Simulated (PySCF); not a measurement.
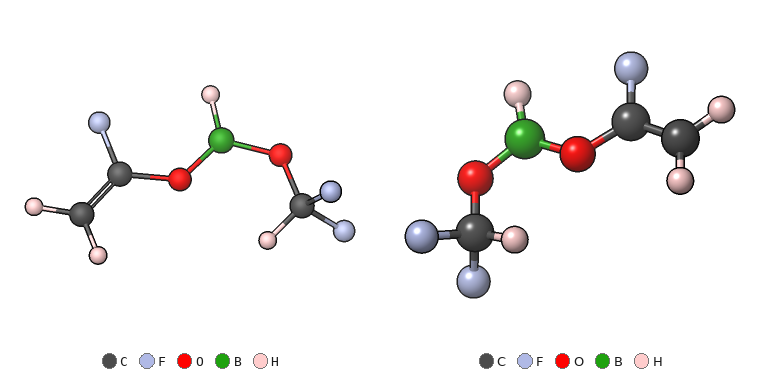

Both panels show the same species.

Computed geometry: GFN2-xTB optimisation. No frequency run is at hand to confirm it as a minimum.

Describe the molecule.

It has 13 atoms: 3 carbon, 4 hydrogen, 1 boron, 3 fluorine and 2 oxygen (C3H4BF3O2). As SMILES it reads `C=C(F)OBOC(F)F`. It has no ring. Among its groups: alkene, C–F bond, B–H bond. This geometry has C1 symmetry. Coordination: 2 C trigonal planar; 2 O bent; 1 B trigonal planar; 1 C tetrahedral.

The parts below concern this one geometry. Atoms keep their numbers from picture to picture.

**Dipole moment**

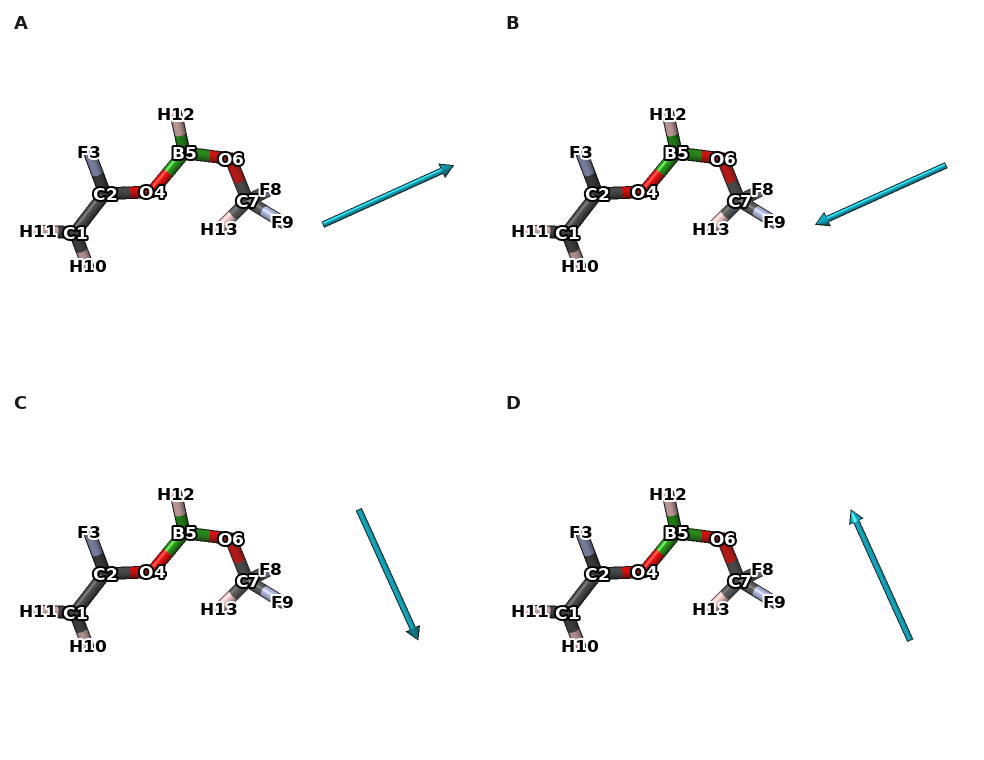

The same molecule four times, each with an arrow. No frequency run is at hand to confirm it as a minimum. Level of theory: PBE0/def2-SVPD, gas phase (PySCF 2.14.0).

Question: Which arrow points along the dipole moment, from the negative to the positive end?

Answer: B. The dipole moment is 2.66 D; it points from the side of F8 to the side of H11 (the outermost atoms at the two ends).

**Excitation**

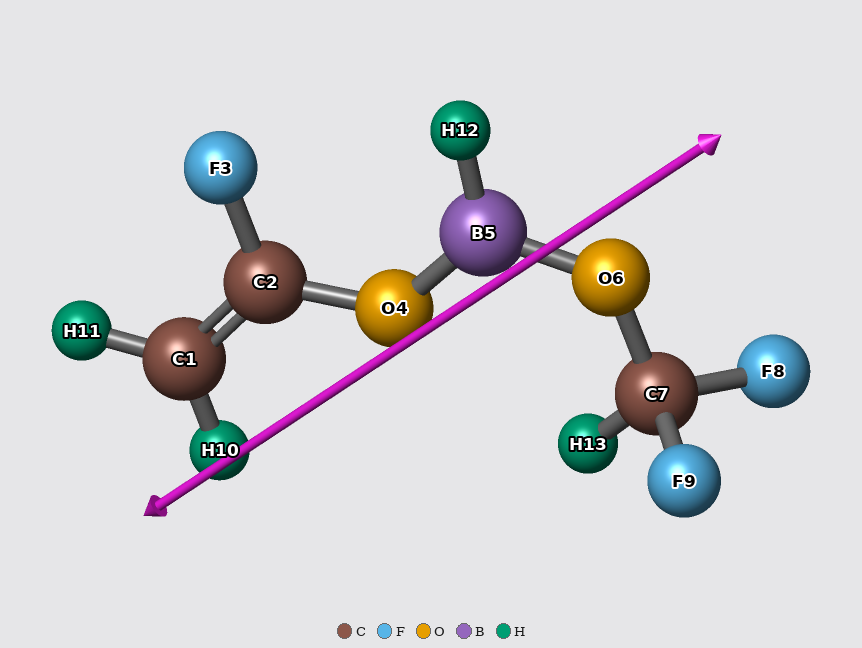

The double arrow shows the direction of the transition dipole to excited singlet state 3 (its length means nothing). No frequency run is at hand to confirm it as a minimum. Method: TDDFT PBE0/def2-SVPD, vertical, gas phase, core orbitals frozen in the response (PySCF 2.14.0).

Question: How is the transition polarised?

Answer: Nearly parallel to the O4–B5 bond.

Question: Give its energy, strength and character.

Answer: 7.80 eV (159 nm), oscillator strength 0.26, mainly HOMO → LUMO+2 (weight 0.89); transition dipole 2.98 D.

**Polarisability**

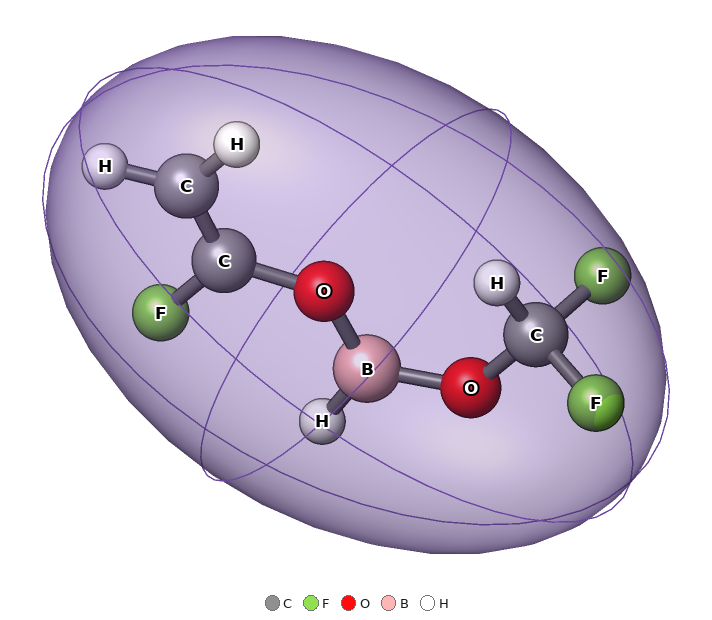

The ellipsoid shows the static dipole polarisability: its half-axes are proportional to the principal values. No frequency run is at hand to confirm it as a minimum. Computed with PBE0/def2-SVPD (PySCF 2.14.0).

Question: Give the principal values, the mean and the anisotropy.

Answer: Principal values 45.5, 60.4, 81.3 bohr³; mean 62.4 bohr³ (9.25 Å³); anisotropy 31.1 bohr³, so the longest axis is 1.79 times the shortest.

The geometry is semi-empirical. Around B such bond lengths and angles can be off by a tenth of an ångström or more and by several degrees, and values that hang on the shape move with them.
